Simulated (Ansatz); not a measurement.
## Electronic structure of Cl₃In···F (doublet) in real space

Input file:

```
crystal:
  periodic: [false, false, false]
  atoms:
    - { symbol: In, position_ang: [0.0, 0.0, 0.0] }
    - { symbol: Cl, position_ang: [0.0, 0.0, 2.69] }
    - { symbol: Cl, position_ang: [2.113, 0.0, -1.22] }
    - { symbol: Cl, position_ang: [-2.113, 0.0, -1.22] }
    - { symbol: F, position_ang: [0.0, 0.0, 4.49] }
magnetization:
  spin_polarized: true
  initial_magnetization: 1
basis:
  gaussian: { orbitals: def2-SVP }
hamiltonian:
  xc: b3lyp
  dispersion: d4
relax:
  f_tol: 0.15
  max_steps: 25
  restrain:
    - { distance: [1, 4], at: 2.7, k: 30.0 }
    - { distance: [0, 1], at: 2.44, k: 30.0 }
output:
  orbitals: {}
```

Run with:

```sh
ansatz run input.yaml --threads 4 --pin off --max-ram 5120MiB --backend cpu --events-out ev --progress --plain --runs-dir out
```

The fields are those of the run's last geometry, not of the input's.

Core potentials replace the inner electrons of In; not at a stationary point (largest force 0.8 eV/Å).

All numbers below come from UKS B3LYP-D4/def2-SVP (Ansatz 0.2.0).

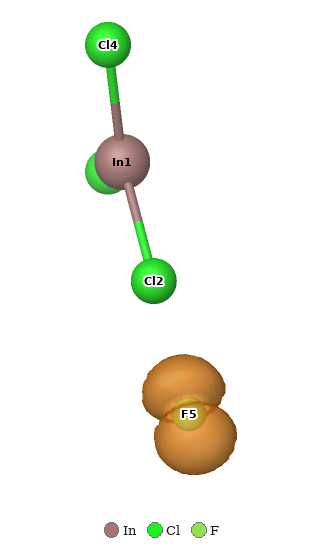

Figure 1. Isosurfaces of the spin density at +0.05 (orange) and −0.05 e/Å³ (purple), seen at an oblique angle.

Which atoms carry the spin?

Answer. The unpaired spin (1 electron) lies mostly on F5 (about 0.9), in electrons by Hirshfeld's partition. Only one sign reaches the isovalue.

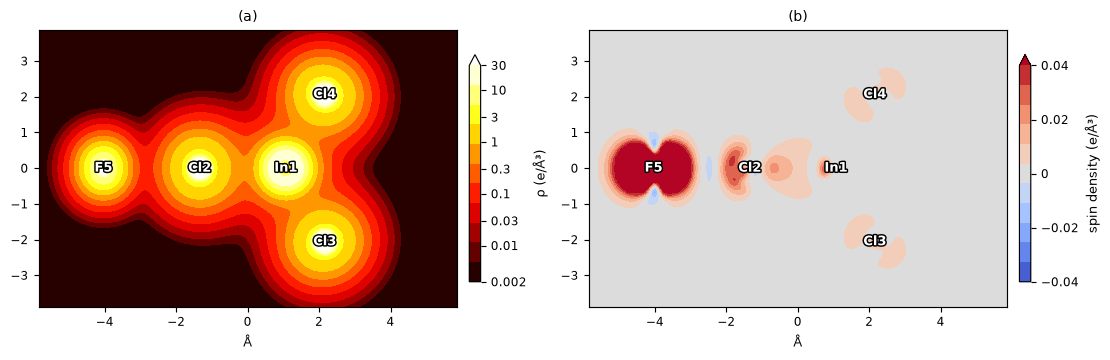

Figure 2. (a) electron density; (b) spin density (α minus β) on the molecular plane.

Interpret the plot.

Answer.
- Atoms in the plane: In, Cl and F.
- In–Cl (2.33 Å): ρ at the midpoint is about 0.52 e/Å³.
- In–Cl (2.41 Å): ρ at the midpoint is about 0.45 e/Å³.

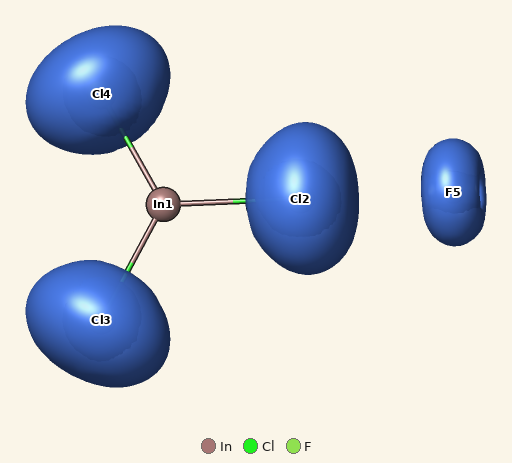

Figure 3. Isosurface of the ELF at 0.75 (blue), seen at a tilt. Core shells and regions of very low density are left out.

What do the ELF domains correspond to?

Answer. At this value the surface marks out three regions wrapped around Cl (the valence shell of each) and one region wrapped around F (its valence shell). Profiles from the grid: Cl2···F5 (2.69 Å): the ELF dips to about 0.05 between them. In–Cl (2.33 Å): the ELF peaks at about 0.80 in the valence shell of Cl, 0.8 Å from its nucleus, and drops to about 0.15 between the two atoms.
